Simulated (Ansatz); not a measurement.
Input

```
crystal:
  periodic: [false, false, false]
  atoms:
    - symbol: C
      position_ang: [-0.676609, 0.586134, -0.057013]
    - symbol: C
      position_ang: [-0.107656, 0.265979, 1.302622]
    - symbol: "N"
      position_ang: [0.697668, 1.419458, 1.840697]
    - symbol: H
      position_ang: [0.110829, 0.777810, -0.802034]
    - symbol: H
      position_ang: [-1.363388, 1.445979, -0.027800]
    - symbol: H
      position_ang: [-1.254487, -0.279323, -0.410456]
    - symbol: H
      position_ang: [-0.890482, 0.064928, 2.047626]
    - symbol: H
      position_ang: [0.571817, -0.597768, 1.279675]
    - symbol: H
      position_ang: [0.124355, 2.269503, 1.929245]
    - symbol: H
      position_ang: [1.094194, 1.219257, 2.768246]
    - symbol: H
      position_ang: [1.481311, 1.654620, 1.216432]
basis:
  gaussian:
    orbitals: def2-TZVPD
total_charge: 1
hamiltonian:
  xc: pbe0
output:
  forces: true
  orbitals: {seedname: orbitals}
```

Command:

```sh
ansatz run input.yaml --threads 1 --pin off --max-ram 2610MiB --events-out events.jsonl --progress --plain --runs-dir runs
```

Geometry: PBE0-D3(BJ)/def2-SVP.

Level of theory: isolated molecule in a Gaussian basis; Kohn-Sham density functional theory, functional PBE0 (Ansatz).

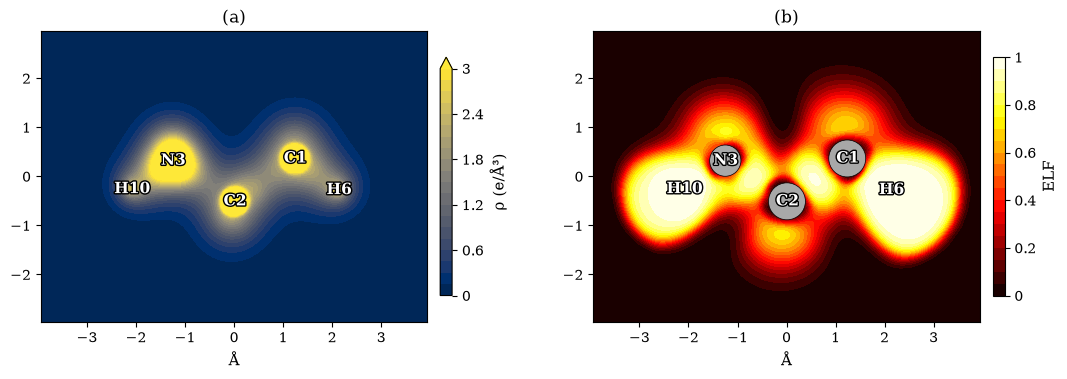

C₂H₈N (charge +1). (a) electron density; (b) ELF on the plane of atoms C2, C1 and H6. Grey discs cover the atomic cores in the ELF map.

> Read the bonding off the picture.

The plane passes through C, N and H nuclei. C–N (1.51 Å): ρ is about 1.7 e/Å³ halfway, with its minimum of 1.5 e/Å³ about 0.5 Å from C; the ELF peaks at about 0.95 between the atoms, as expected for a covalent bond. C–C (1.51 Å): ρ is about 1.7 e/Å³ halfway; the ELF peaks at about 0.95 between the atoms: a shared electron pair. N–H (1.03 Å): the density is about 3 e/Å³ at the midpoint; the ELF climbs to about 1 towards the hydrogen, as it does in any bond to H: a covalent bond by its length. C–H (1.10 Å): ρ at the midpoint is about 2 e/Å³; the ELF climbs to about 1 towards the hydrogen; a covalent bond by its length.
